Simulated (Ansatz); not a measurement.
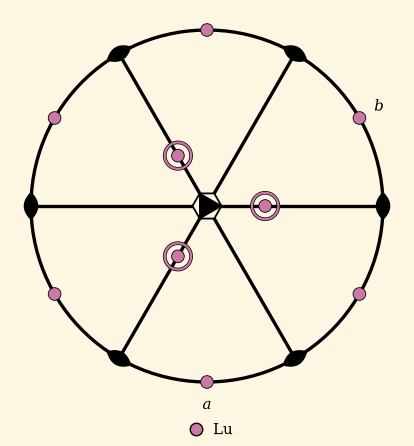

Directions from one lutetium atom at (1/3, 2/3, 3/4) to its bonded neighbours, in stereographic projection down c (filled: above the plane of the page or in it, open: below). Crystal: Lu, coordinates from a relaxation at fixed volume with DFT r2SCAN, scalar-relativistic, plane waves, PAW in Ansatz 0.2.0. Symmetry computed with spglib at a tolerance of 0.002 Å; standard conventional cell.

Neighbours are counted up to 3.80 Å for Lu. The symmetry elements of the site are drawn in: heavy lines are mirror planes (a heavy rim: a mirror in the plane of the page); lens, triangle, square and hexagon are 2-, 3-, 4- and 6-fold axes, a lens in an open square is −4, a triangle in an open hexagon −6; thin dashed diameters join the ends of axes that lie in the page; a small open circle marks inversion.

```yaml
crystal:
  lattice:
    - [3.50280, 0.00000, 0.00000]
    - [-1.75140, 3.03352, 0.00000]
    - [0.00000, 0.00000, 5.45170]
  atoms:
    - { symbol: Lu, position: [0.33333, 0.66667, 0.75000] }
    - { symbol: Lu, position: [0.66667, 0.33333, 0.25000] }
```

> How many neighbours are there, and at what angles?

12: 6 Lu at 3.39 Å, 6 Lu at 3.50 Å. Angles between bonds: 59° (12×), 60° (6×), 62° (6×), 90° (12×), 107° (3×), 120° (6×), 121° (12×), 145° (6×), 180° (3×).

> What is the site's symmetry in the crystal?

Point group -6m2 (D3h), order 12: one −6 axis, three twofold axes, four mirror planes. In P6₃/mmc (No. 194) this is Wyckoff position 2d.
